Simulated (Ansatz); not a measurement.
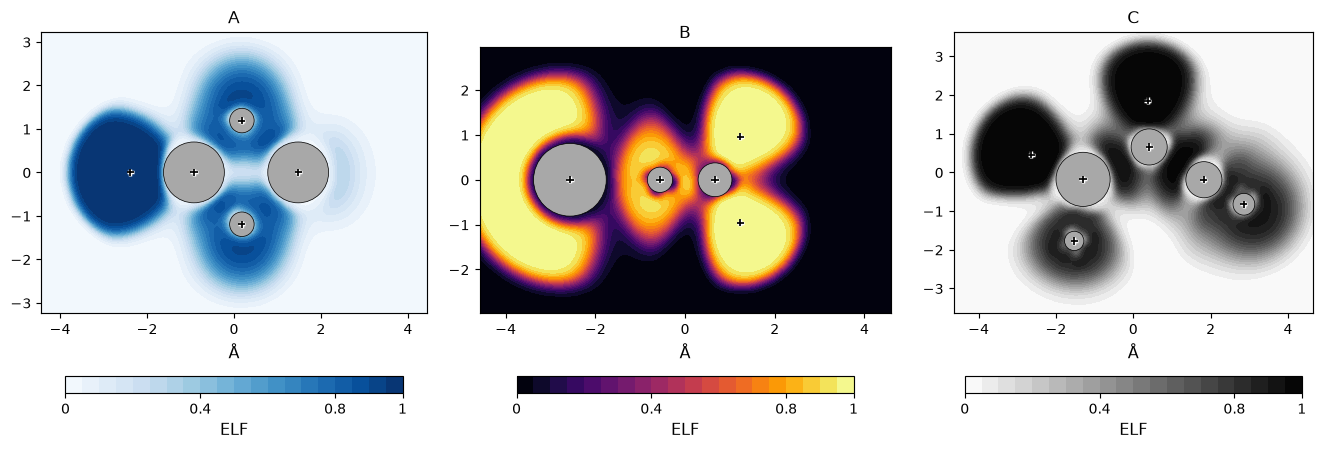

The ELF of 3 systems, each on a plane through atoms (crosses mark nuclei in the plane; grey discs cover the cores).

Theory: isolated molecule in a Gaussian basis; Kohn-Sham density functional theory, functional PBE0 in Ansatz 0.2.0.

System 1: CH2AlO (charge +1), the molecular plane. Geometry: r2SCAN-D4/def2-SVP.

```xyz
5

C    -1.3164    0.2588   -0.0077
Al   -0.2351   -0.2491    2.9987
O    -0.9067    0.0682    1.1328
H    -2.3327   -0.0720   -0.3016
H    -0.6749    0.7639   -0.7574
```

System 2: B2FH2OSi (SMILES O=BB[SiH]F) (doublet), the molecular plane. Geometry: B3LYP/6-31G*.

```xyz
7

B    -0.8431    1.7653    2.0658
B    -0.9025    2.8787    3.2811
F    -1.2857   -0.7715    3.8055
O    -0.9481    3.6880    4.1834
Si   -1.0429   -0.1039    2.3630
H    -1.0114   -1.2071    1.3725
H    -0.6707    2.0640    0.9226
```

System 3: FH2O2Si2 (charge +1), the plane of atoms O3, Si5 and Si4. Geometry: B3LYP-D3(BJ)/def2-SVP.

```yaml
atoms:
  - { symbol: F, position_ang: [-0.4989, 2.6351, 2.0832] }
  - { symbol: O, position_ang: [1.4532, 0.7165, 2.3112] }
  - { symbol: O, position_ang: [-0.3486, 0.1897, 0.8417] }
  - { symbol: Si, position_ang: [-0.2656, 1.0929, 2.3499] }
  - { symbol: Si, position_ang: [1.2514, -0.0783, 0.9097] }
  - { symbol: H, position_ang: [-1.0092, 0.5220, 3.4663] }
  - { symbol: H, position_ang: [2.1762, -0.8092, 0.0377] }
```

### Which map belongs to which system?

Panel A is system 3, FH2O2Si2: the plane holds O, Si and H. Si–O (1.62 Å): the ELF peaks at about 0.85 between the atoms; a polar covalent bond. Panel B is system 1, CH2AlO: the plane holds C, Al, O and H. C–O (1.23 Å): the ELF peaks at about 0.85 between the atoms: a short, multiple covalent bond. Panel C is system 2, B2FH2OSi: the plane holds B, F, O, Si and H. B–O (1.21 Å): the ELF peaks at about 0.85 between the atoms (a polar covalent bond).
